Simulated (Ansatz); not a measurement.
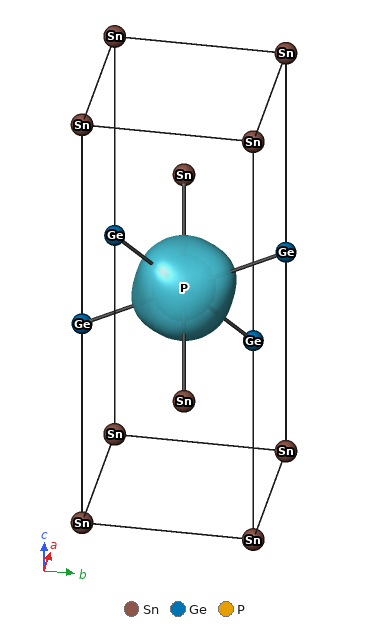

The picture shows: Sn3GeP. Isosurface of the electron localisation function at 0.7 (cyan), seen at an oblique angle. Only the valence region is drawn (cores and ρ < 0.01 e/Å³ removed). Sticks mark near contacts.

Space group P4/mmm; a generated structure, not necessarily the stable one; computed without spin polarisation.

All numbers below come from Ansatz, DFT PBE, scalar-relativistic, plane waves, PAW.

Core electrons are frozen (PAW), and the valence fields are smoothed inside the atomic spheres.

```
Sn Ge P
1.0
     3.62355    0.00000    0.00000
     0.00000    3.62355    0.00000
     0.00000    0.00000    9.65237
Sn Ge P
3 1 1
Direct
  0.50000 0.50000 0.78467
  0.50000 0.50000 0.21533
  0.00000 0.00000 0.00000
  0.00000 0.00000 0.50000
  0.50000 0.50000 0.50000
```

> Describe the localisation domains.

At this value the surface marks out one region wrapped around P (its valence shell), counted in one cell of 5 atoms. Regions shared between cells count once.

Values along the shortest contacts:
Ge–P (2.56 Å): the ELF peaks at about 0.85 in the valence shell of P, 0.8 Å from its nucleus, and is about 0.65 at the midpoint. Sn–P (2.75 Å): the ELF peaks at about 0.85 in the valence shell of P, 0.8 Å from its nucleus, and is about 0.50 at the midpoint.
